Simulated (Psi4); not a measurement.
**CH3OSi (SMILES O=C[SiH2]) at 5 levels**

We compute a comparison of 5 runs (UHF/3-21G, UHF/6-311++G(3df,3pd), UB3LYP/6-31G*, UPBE/def2-SVP) of CH3OSi. 

The calculation is run with Psi4 1.11.

1 further run of the same task is left out (set aside as unsound or not needed).

## 1. The molecule

CH3OSi has 6 atoms, charge 0, and is taken as a doublet. As SMILES, `O=C[SiH2]`. The coordinates come from a GFN2-xTB relaxation.

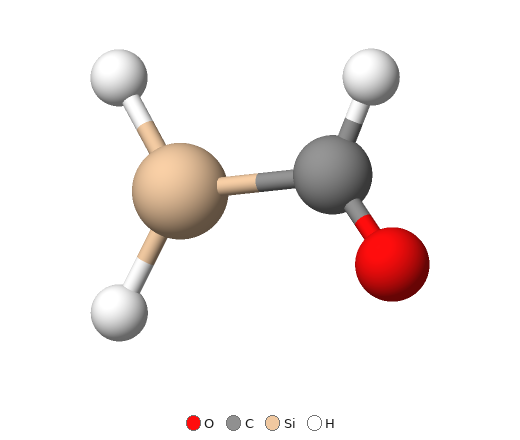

The structure, seen from a chosen angle (oxygen red, carbon grey, silicon light orange, hydrogen white).

## 2. Energy and gradient at UHF/3-21G (run 1)

File calc.py:

```python
import psi4

psi4.set_memory('1600 MB')
psi4.set_num_threads(1)
psi4.set_output_file('run.log', False)

m = psi4.geometry("""
0 2
O     -0.76628394    -3.16306138     1.73036552
C     -0.45857984    -1.77522762    -0.10831910
Si     0.41481378     1.59504223     0.11189068
H     -0.71337161    -2.55685614    -2.03740822
H      0.72246119     3.03707334    -2.20230572
H      0.80096042     2.86304846     2.50575794
units au
symmetry c1
no_reorient
no_com
""")

psi4.set_options({
    'reference': 'uhf',
    'puream': True,
    'e_convergence': 1e-09,
    'd_convergence': 1e-08,
    'scf_type': 'pk',
    'maxiter': 200,
})

E, wfn = psi4.gradient("scf/3-21G", return_wfn=True)
psi4.oeprop(wfn, "WIBERG_LOWDIN_INDICES", "LOWDIN_CHARGES", "MAYER_INDICES", title="SCF")
print('gradient / Eh bohr^-1')
print(E.np.round(6))
print(f'energy = {wfn.energy():.10f} Eh')
```

Run with:

```bash
python calc.py
```

run.log:

```text
[...]
  Running in c1 symmetry.
[...]
  Nuclear repulsion =   89.590700435700484
[...]
  Multiplicity = 2
[...]
  Nalpha       = 16
  Nbeta        = 15
[...]
    Number of basis functions: 37
[...]
   @UHF iter   1:  -401.05478107192562   -7.60075e-01   1.03495e-02 DIIS/ADIIS
[...]
   @UHF iter  18:  -401.16151032833147   -1.30740e-12   9.15996e-09 DIIS
[...]
   @S^2 Observed:                9.697293908E-01
[...]
  @UHF Final Energy:  -401.16151032833147
   => Energetics <=
    Nuclear Repulsion Energy =             89.5907004357004837
    One-Electron Energy =                -732.1711772767985167
    Two-Electron Energy =                 241.4189665127666160
    Total Energy =                       -401.1615103283314738
  UHF NO Occupations:
  HONO-2 :   14  A 1.9946391
  HONO-1 :   15  A 1.8938843
[...]
  -Total Gradient:
     Atom            X                  Y                   Z
    ------   -----------------  -----------------  -----------------
       1        0.004835913081     0.022335658632    -0.032833026736
       2       -0.000307130419    -0.006467851523     0.045713681394
       3       -0.000790305053    -0.002726966999    -0.000154353262
       4       -0.001945489248    -0.006084454086    -0.011817027849
       5       -0.000719602718    -0.003775148372     0.008430987717
       6       -0.001073385641    -0.003281237653    -0.009340261263
[...]
```

Standard output:

```text
gradient / Eh bohr^-1
[[ 0.004836  0.022336 -0.032833]
 [-0.000307 -0.006468  0.045714]
 [-0.00079  -0.002727 -0.000154]
 [-0.001945 -0.006084 -0.011817]
 [-0.00072  -0.003775  0.008431]
 [-0.001073 -0.003281 -0.00934 ]]
energy = -401.1615103283 Eh
```

Run time: 2.4 s. Hardware: 1 thread of Intel Xeon Platinum 8259CL at 2.50GHz (Skylake/Cascade Lake), shared host; peak memory 0.18 GiB.

## 3. The response to a field at UHF/6-311++G(3df,3pd) (density fitting) (run 2)

File job.dat:

```
memory 1600 mb

molecule {
  0 2
  O
  C 1 R2
  Si 2 R3 1 A3
  H 2 R4 1 A4 3 D4
  H 3 R5 2 A5 4 D5
  H 3 R6 5 A6 2 D6

  R2 = 1.22987
  R3 = 1.846065
  A3 = 124.06302
  R4 = 1.109664
  A4 = 119.28339
  D4 = -179.94936
  R5 = 1.452069
  A5 = 118.85101
  D5 = -0.02165
  R6 = 1.448008
  A6 = 118.5852
  D6 = -179.86538
  symmetry c1
  no_reorient
  no_com
}

set basis 6-311++G(3df,3pd)
set reference uhf
set scf_type df

e_tot, wfn = properties('hf', properties=['dipole_polarizabilities'], return_wfn=True)
```

Run with:

```bash
psi4 job.dat job.out -n 1
```

job.out:

```text
[...]
  Running in c1 symmetry.
[...]
  Nuclear repulsion =   89.590703919207044
[...]
  Multiplicity = 2
[...]
  Nalpha       = 16
  Nbeta        = 15
[...]
    Number of basis functions: 179
[...]
   @DF-UHF iter   1:  -403.24257678531774   -7.95883e-01   2.72783e-03 DIIS/ADIIS
[...]
   @DF-UHF iter  13:  -403.38719307951999   -2.83963e-07   8.54779e-07 DIIS
[...]
   @S^2 Observed:                8.994838460E-01
[...]
  @DF-UHF Final Energy:  -403.38719307951999
   => Energetics <=
    Nuclear Repulsion Energy =             89.5907039192070442
    One-Electron Energy =                -735.0285750241844198
    Two-Electron Energy =                 242.0506780254573584
    Total Energy =                       -403.3871930795199887
  UHF NO Occupations:
  HONO-2 :   14  A 1.9931821
  HONO-1 :   15  A 1.9328450
[...]
 Multipole Moments:
 ------------------------------------------------------------------------------------
     Multipole            Electronic (a.u.)      Nuclear  (a.u.)        Total (a.u.)
 ------------------------------------------------------------------------------------
 L = 1.  Multiply by 2.5417464519 to convert [e a0] to [Debye]
 Dipole X            :          0.0024603           -0.0034384           -0.0009781
 Dipole Y            :          0.6181893           -0.8973604           -0.2791711
 Dipole Z            :         -1.5846565            2.6669150            1.0822585
 Magnitude           :                                                    1.1176856
[...]
```

Run time: 15 s. Hardware: 1 thread of Intel Xeon Platinum 8259CL at 2.50GHz (Skylake/Cascade Lake), shared host; peak memory 0.33 GiB.

## 4. Energy and forces at UB3LYP/6-31G(d) (spherical functions) (run 3)

File ch3osi.json:

```json
{
  "schema_name": "qcschema_input",
  "schema_version": 1,
  "molecule": {
    "schema_name": "qcschema_molecule",
    "schema_version": 2,
    "symbols": ["O", "C", "Si", "H", "H", "H"],
    "geometry": [-0.76628394, -3.16306138, 1.73036552, -0.45857984, -1.77522762, -0.1083191, 0.41481378, 1.59504223, 0.11189068, -0.71337161, -2.55685614, -2.03740822, 0.72246119, 3.03707334, -2.20230572, 0.80096042, 2.86304846, 2.50575794],
    "molecular_charge": 0,
    "molecular_multiplicity": 2,
    "fix_symmetry": "c1"
  },
  "driver": "gradient",
  "model": {
    "method": "b3lyp",
    "basis": "6-31G*"
  },
  "keywords": {
    "reference": "uks",
    "puream": true,
    "e_convergence": 1e-09,
    "d_convergence": 1e-08,
    "scf_type": "pk",
    "dft_radial_points": 99,
    "dft_spherical_points": 590,
    "maxiter": 200
  }
}
```

Run with:

```bash
psi4 --qcschema ch3osi.json -n 1 --memory 1600MB
```

stdout:

```text
[...]
  Running in c1 symmetry.
[...]
  Nuclear repulsion =   89.590700435700484
[...]
  Multiplicity = 2
[...]
  Nalpha       = 16
  Nbeta        = 15
[...]
    Number of basis functions: 52
[...]
   @UKS iter   1:  -404.32876055139724   -3.03606e-01   1.18312e-02 ADIIS/DIIS
[...]
   @UKS iter  14:  -404.53840111624038   -1.49498e-11   6.01079e-09 DIIS
[...]
   @S^2 Observed:                7.600792832E-01
[...]
  @UKS Final Energy:  -404.53840111624038
   => Energetics <=
    Nuclear Repulsion Energy =             89.5907004357004837
    One-Electron Energy =                -735.4256987156958303
    Two-Electron Energy =                 270.3687743321706307
    DFT Exchange-Correlation Energy =     -29.0721771684156067
    Empirical Dispersion Energy =           0.0000000000000000
    VV10 Nonlocal Energy =                  0.0000000000000000
    Total Energy =                       -404.5384011162403795
[...]
  -Total Gradient:
     Atom            X                  Y                   Z
    ------   -----------------  -----------------  -----------------
       1       -0.000756819616    -0.002887995875     0.000346613639
       2        0.002942369453     0.011529465866    -0.004381072045
       3        0.000704933810     0.002851389682     0.001609989356
       4       -0.000122902775    -0.000690763729     0.003592001889
       5       -0.001365636893    -0.006361926110     0.009254614526
       6       -0.001400958031    -0.004436963641    -0.010416062391
[...]
```

The result, in JSON:

```text
{
 "driver": "gradient",
 "model": {
  "method": "b3lyp",
  "basis": "6-31G*"
 },
 "success": true,
 "return_result": [-0.0007568196157492213, -0.002887995875345828, 0.00034661363874649576, 0.0029423694532119612, 0.011529465865877997, -0.004381072045362672, 0.0007049338103982923, 0.00285138968204645, 0.0016099893561897123, -0.00012290277464268792, -0.000690763728724425, 0.0035920018889637473, -0.001365636893255924, -0.006361926109846108, 0.009254614526409424, -0.0014009580314753856, -0.00443696364134212, -0.01041606239056346],
 "properties": {
  "calcinfo_nbasis": 52,
  "calcinfo_nmo": 52,
  "calcinfo_nalpha": 16,
  "calcinfo_nbeta": 15,
  "calcinfo_natom": 6,
  "nuclear_repulsion_energy": 89.59070043570048,
  "return_energy": -404.5384011162404,
  "return_gradient": [-0.0007568196157492213, -0.002887995875345828, 0.00034661363874649576, 0.0029423694532119612, 0.011529465865877997, -0.004381072045362672, 0.0007049338103982923, 0.00285138968204645, 0.0016099893561897123, -0.00012290277464268792, -0.000690763728724425, 0.0035920018889637473, -0.001365636893255924, -0.006361926109846108, 0.009254614526409424, -0.0014009580314753856, -0.00443696364134212, -0.01041606239056346],
  "scf_one_electron_energy": -735.4256987156958,
  "scf_two_electron_energy": 270.36877433217063,
  "scf_xc_energy": -29.072177168415607,
  "scf_dipole_moment": [0.19341070568297603, 0.8186927747840831, -0.6242281207258391],
  "scf_total_energy": -404.5384011162404,
  "scf_total_gradient": [-0.0007568196157492213, -0.002887995875345828, 0.00034661363874649576, 0.0029423694532119612, 0.011529465865877997, -0.004381072045362672, 0.0007049338103982923, 0.00285138968204645, 0.0016099893561897123, -0.00012290277464268792, -0.000690763728724425, 0.0035920018889637473, -0.001365636893255924, -0.006361926109846108, 0.009254614526409424, -0.0014009580314753856, -0.00443696364134212, -0.01041606239056346],
  "scf_iterations": 14
 }
}
```

It took 23 s on 1 thread of Intel Xeon Platinum 8259CL at 2.50GHz (Skylake/Cascade Lake), shared host; peak memory 0.68 GiB.

Run 4 isn't shown in full; the table further down has it.

## 5. Energy and gradient at UPBE/def2-SVP (run 5)

File ch3osi.dat:

```
memory 1.6 GB

molecule {
  0 2
  O     -0.76628394    -3.16306138     1.73036552
  C     -0.45857984    -1.77522762    -0.10831910
  Si     0.41481378     1.59504223     0.11189068
  H     -0.71337161    -2.55685614    -2.03740822
  H      0.72246119     3.03707334    -2.20230572
  H      0.80096042     2.86304846     2.50575794
  units bohr
  symmetry c1
  no_reorient
  no_com
}

set {
  reference            uks
  puream               true
  e_convergence        1e-09
  d_convergence        1e-08
  scf_type             pk
  dft_radial_points    99
  dft_spherical_points 590
  maxiter              200
}

e_tot, wfn = gradient('pbe/def2-SVP', return_wfn=True)
oeprop(wfn, 'DIPOLE', 'WIBERG_LOWDIN_INDICES', 'LOWDIN_CHARGES', title='PBE')
print_variables()
```

Run with:

```bash
psi4 ch3osi.dat ch3osi.out -n 1
```

ch3osi.out:

```text
[...]
  Running in c1 symmetry.
[...]
  Nuclear repulsion =   89.590700435700484
[...]
  Multiplicity = 2
[...]
  Nalpha       = 16
  Nbeta        = 15
[...]
    Number of basis functions: 61
[...]
   @UKS iter   1:  -403.79355140119713   -9.51346e-02   1.15248e-02 DIIS/ADIIS
[...]
   @UKS iter  14:  -404.08436857738894   -2.72848e-12   5.02143e-09 DIIS
[...]
   @S^2 Observed:                7.564082493E-01
[...]
  @UKS Final Energy:  -404.08436857738894
   => Energetics <=
    Nuclear Repulsion Energy =             89.5907004357004837
    One-Electron Energy =                -735.1084881137927596
    Two-Electron Energy =                 277.1132471570621192
    DFT Exchange-Correlation Energy =     -35.6798280563587582
    Empirical Dispersion Energy =           0.0000000000000000
    VV10 Nonlocal Energy =                  0.0000000000000000
    Total Energy =                       -404.0843685773889433
[...]
  -Total Gradient:
     Atom            X                  Y                   Z
    ------   -----------------  -----------------  -----------------
       1       -0.000245267514    -0.000428960001    -0.004344791204
       2        0.002553825321     0.010901177511    -0.011765468633
       3        0.001287780423     0.004990562204     0.002640457733
       4        0.000895513942     0.002000709558     0.015138531292
       5       -0.002168513373    -0.009999072161     0.014275677886
       6       -0.002322564609    -0.007462197526    -0.015937779859
[...]
```

Wall time 25 s (1 thread of Intel Xeon Platinum 8259CL at 2.50GHz (Skylake/Cascade Lake), shared host); peak memory 0.75 GiB.

## 6. The series

```csv
run,level,task,integrals,energy (Eh),dipole moment (D),HOMO energy (eV),LUMO energy (eV),wall time
1,UHF/3-21G,gradient,pk,-401.161510,2.41,-8.51,1.26,2.4 s
2,"UHF/6-311++G(3df,3pd) (density fitting)",polarizability,df,-403.387193,2.84,-8.51,0.61,15 s
3,UB3LYP/6-31G* (spherical functions),gradient,pk,-404.538401,2.66,-5.82,-3.22,23 s
4,UB3LYP/6-31G* (Cartesian functions),gradient,pk,-404.542395,2.67,-5.83,-3.22,25 s
5,UPBE/def2-SVP,gradient,pk,-404.084369,2.44,-5.23,-3.94,25 s
```

## 7. Outcome

| quantity | value |
| --- | --- |
| run 5: total energy | -404.08437 Eh |
| run 5: dipole moment | 2.44 D |
| run 5: HOMO energy (highest over α and β) | -5.23 eV |
| run 5: LUMO energy (lowest over α and β) | -3.94 eV |
| run 5: ⟨S²⟩ | 0.756 |
| run 5: largest force on an atom | 0.913 eV/Å |

In words: The dipole moment (its size) runs from 2.41 D (UHF/3-21G) to 2.84 D (UHF/6-311++G(3df,3pd)). Totals of different functionals can't be ranked against each other. Spin contamination of the reference: run 1 ⟨S²⟩ = 0.97, run 2 ⟨S²⟩ = 0.90. All runs together took 90 s, the longest 25 s.
